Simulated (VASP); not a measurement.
Band structure of Dy (relaxed from the fcc structure, space group Fm-3m). These are r2SCAN meta-GGA, VASP's PBE PAW potentials (set 64) (plane waves; VASP 6.6.1) values and carry that method's errors.

The 4f electrons are frozen in the core of the lanthanide potential, so 4f levels, which can set the real gap, and their magnetism are missing.

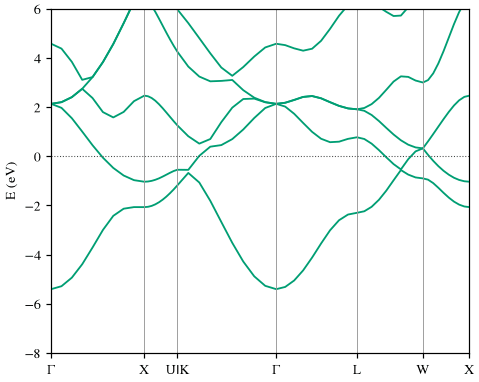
Bands along high-symmetry lines, zero at the valence-band maximum or, without a gap, the Fermi level

Read the plot: is there a gap, and where are the band edges?

It has no gap at this level: it comes out as a metal or semimetal.

The structure was generated: Dy was put into the fcc type (Fm-3m), which need not be its known phase. The cell was not relaxed at this level.
